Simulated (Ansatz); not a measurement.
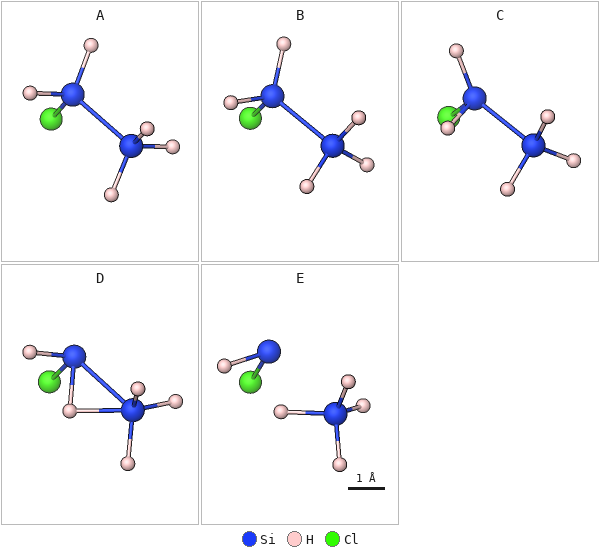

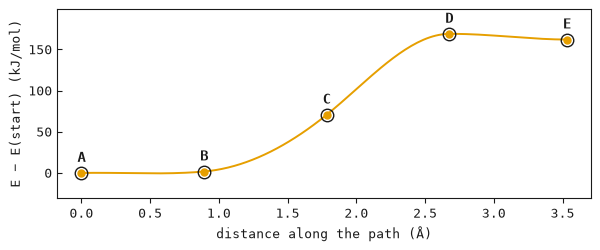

A search for the minimum-energy path of Si2H5Cl by the nudged elastic band. Images are numbered from 0 (start) to 4 (end). Frames A to E are images 0, 1, 2, 3, 4. Style: ball-and-stick. Shown from a free direction.

These are results of RKS PBE-D4/def2-SVPD in Ansatz 0.2.0, not measurements. Settings: 3 movable images; climbing image.

What happens along the path, and what is the barrier?

Answer. The highest point, image 3, lies 169.0 kJ/mol above the start and 6.9 kJ/mol above the end; the end is at +162.1 kJ/mol relative to the start. Forming: H–Si (3.20 → 1.55 Å). The band converged in 5 iterations. The largest component of the band force went from 2.9 to 0.096 eV/Å. The climbing image converged on the top of the path. Its curvatures weren't checked. The largest force component is 0.59 eV/Å at the start and 0.73 eV/Å at the end; an end with forces this large is no minimum, and the barrier measured from it can be far off.
